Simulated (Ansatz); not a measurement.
Input

```
crystal:
  periodic: [false, false, false]
  atoms:
    - { symbol: W, position_ang: [0.356453, -0.242331, -0.099709] }
    - { symbol: H, position_ang: [0.345392, 0.676181, 1.339749] }
    - { symbol: H, position_ang: [1.832286, -0.298707, 0.782027] }
    - { symbol: H, position_ang: [-0.510576, 1.201581, -0.112856] }
    - { symbol: H, position_ang: [-1.088898, -0.166726, 0.763363] }
    - { symbol: H, position_ang: [-0.504832, -1.735077, -0.148488] }
    - { symbol: H, position_ang: [0.469877, 0.565078, -1.624386] }
basis:
  gaussian: { orbitals: def2-SVP }
hamiltonian:
  xc: blyp
relax:
  f_tol: 0.03
  max_steps: 50
output:
  orbitals: {}
```

Run with:

```sh
ansatz run input.yaml --threads 1 --pin off --max-ram 2048MiB --backend cpu --events-out ev --progress --plain --runs-dir out
```

The fields are those of the run's last geometry, not of the input's.

Core potentials replace the inner electrons of W.

Theory: RKS BLYP/def2-SVP (Ansatz).

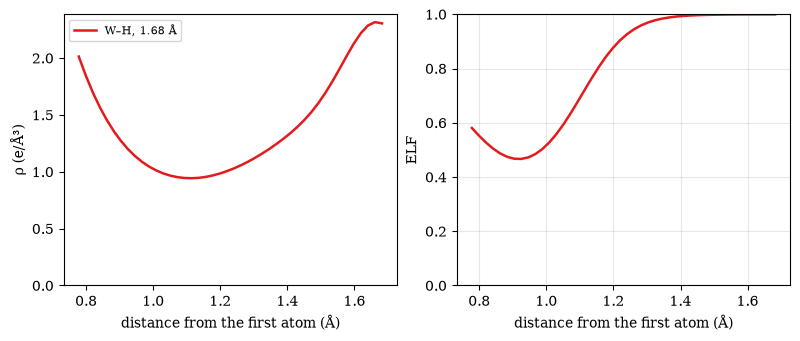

H$_{6}$W. Electron density and electron localisation function along straight lines between neighbouring atoms. The curves leave out the atomic cores.

Q: What can be read from the curves?

A: W–H (1.68 Å): ρ at the midpoint is about 1.6 e/Å³; the ELF climbs to about 1 towards the hydrogen.
